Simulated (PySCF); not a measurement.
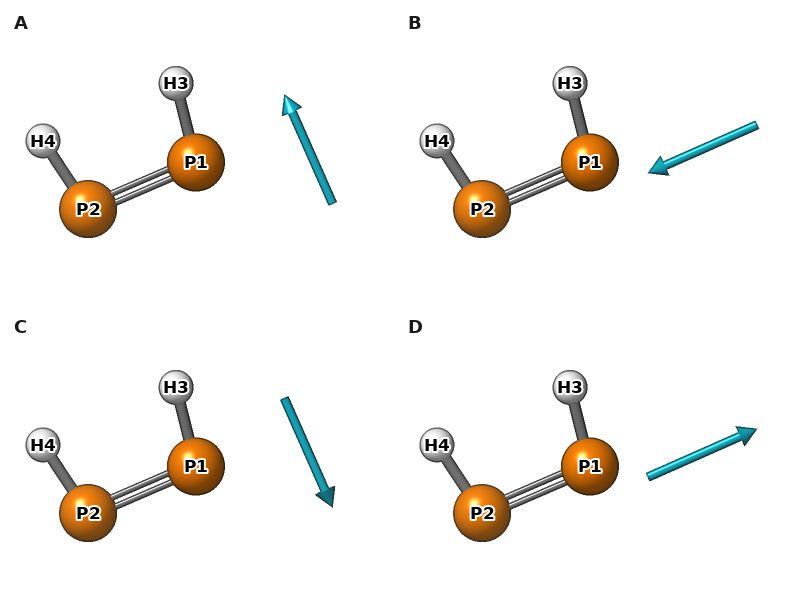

The same molecule four times, each with an arrow. The geometry was computed by an optimisation with GFN2-xTB. No frequency run is at hand to confirm it as a minimum. Properties computed with ωB97X-D/def2-SVPD, gas phase (PySCF 2.14.0).

**Which arrow points along the dipole moment, from the negative to the positive end?**

A. The dipole moment is 1.26 D; it points from the side of P1, P2 to the side of H3, H4 (the outermost atoms at the two ends).

The geometry is semi-empirical. Around P such bond lengths and angles can be off by a tenth of an ångström or more and by several degrees, and values that hang on the shape move with them.
